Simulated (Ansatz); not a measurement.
Partial pair distribution functions of a relaxed model of amorphous IGZO (In$_{9}$Ga$_{9}$Zn$_{9}$O$_{36}$), broadened by 0.06 Å; density 5.90 g/cm³. All values below come from PBE, scalar-relativistic without spin-orbit coupling (plane waves to 420 eV, PAW; Ansatz, a first-principles code).

Preparation: random packing, a CHGNet melt and quench, and a DFT relaxation. O atoms were pushed apart under 1.9 Å during the dynamics, to hinder bonds among them. The hot cell started wider than the set density and was brought back towards it in steps. It is the lowest in DFT energy of 2 quenches. It is a model cell: composition and starting density were chosen by hand, and all elements were melted together. No dispersion term was used. Its density started from a set value of 5.90 and ended at 5.90 g/cm³. The quench (nominally 210 K/ps over its main leg) was far faster than any real one, so the model tends to hold more defects than a real film. A cell of this size samples the disorder only roughly. The volume was held where the preparation left it, at a PBE pressure of -0.4 GPa (tension). Stress components on the final sampling reach 2.1 GPa. Cycles of charging lowered its energy after that relaxation.

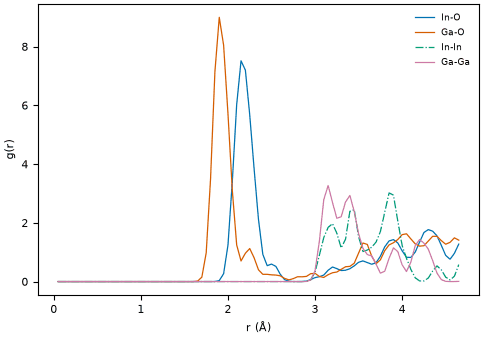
*Partial pair distribution functions*

Highest peaks under 4.5 Å: In-O near 2.15 Å, Ga-O near 1.90 Å, In-In near 3.85 Å, Ga-Ga near 3.15 Å; pairs of few atoms are noisy.

Within 2.70 Å each In has 5.56 O neighbours on average.
